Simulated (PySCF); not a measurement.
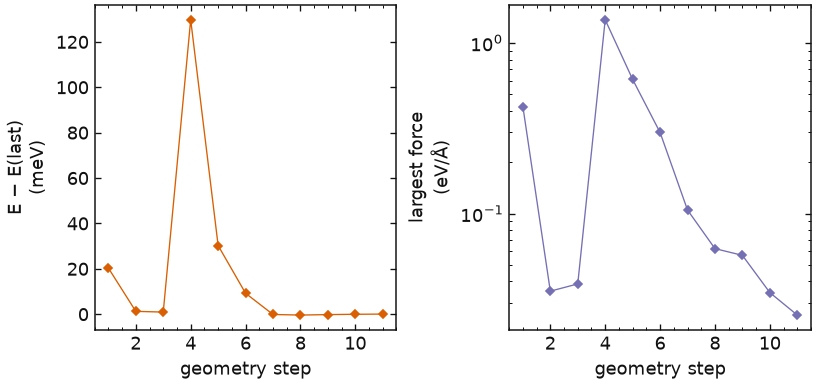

History of a geometry optimisation.

gallium tribromide (SMILES [Br][Ga]([Br])[Br]); PBE0-D3(BJ)/def2-SVP, geometry optimisation in PySCF.

How did the optimisation end?

The optimisation met its thresholds at geometry 11, counting the start as the first. The energy fell by about 20 meV from the first step to the last, with a rise at step 4. The largest force goes from about 0.42 eV/Å at the start to 0.025 eV/Å at the end, with a peak of 1.4 eV/Å at step 4.
